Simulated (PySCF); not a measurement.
Al(H)(Vi)(OMe), SMILES [CH]([AlH][O]C)=C (C₃H₇AlO) at its PBE0/def2-SVP optimised geometry (Å):

```
12

Al    -0.2632    -0.3590     0.0000
H     -1.0587    -1.7355     0.0003
C     -1.2033     1.3340     0.0000
C     -2.5464     1.3511     0.0025
H     -0.6904     2.3055    -0.0013
H     -3.1314     2.2803     0.0031
H     -3.1402     0.4271     0.0040
O      1.4352    -0.3590     0.0000
C      2.5018    -1.2444    -0.0011
H      3.1398    -1.0883    -0.8898
H      3.1402    -1.0901     0.8875
H      2.1856    -2.3055    -0.0021
```

Method: PySCF with PBE0/def2-TZVP.

Map of the Laplacian of the electron density (e/bohr⁵) on the plane z = 1.0 Å:

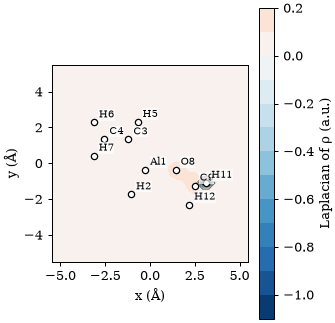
Figure. Laplacian of the electron density (e/bohr⁵) on the plane z = 1.0 Å.
